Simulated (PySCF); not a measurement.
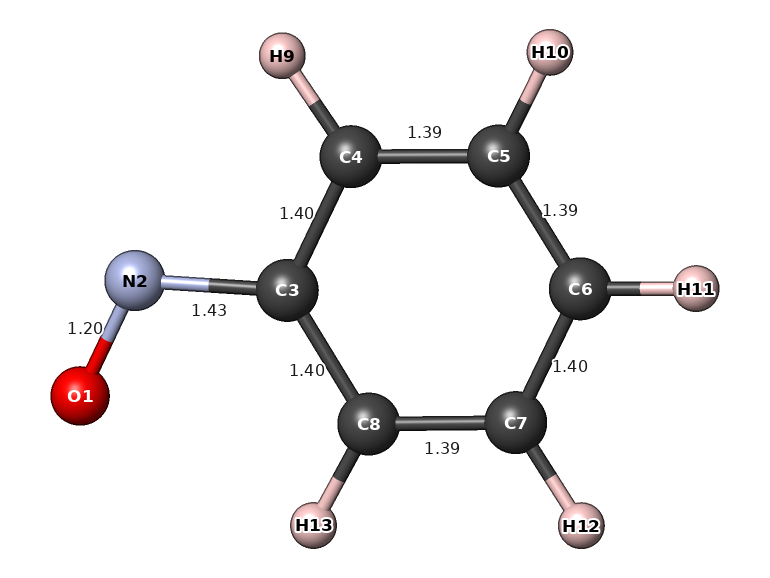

Bond lengths are marked in Å; every bond is drawn as one stick. The computed structure is the end point of a PBE0-D3(BJ)/def2-SVP optimisation. No frequency run is at hand to confirm it as a minimum.

### Which of the marked bonds are single, double, triple or aromatic?

O1–N2 double; N2–C3 single; C3–C4 aromatic; C3–C8 aromatic; C4–C5 aromatic; C5–C6 aromatic; C6–C7 aromatic; C7–C8 aromatic.

### Write the SMILES.

O=Nc1ccccc1
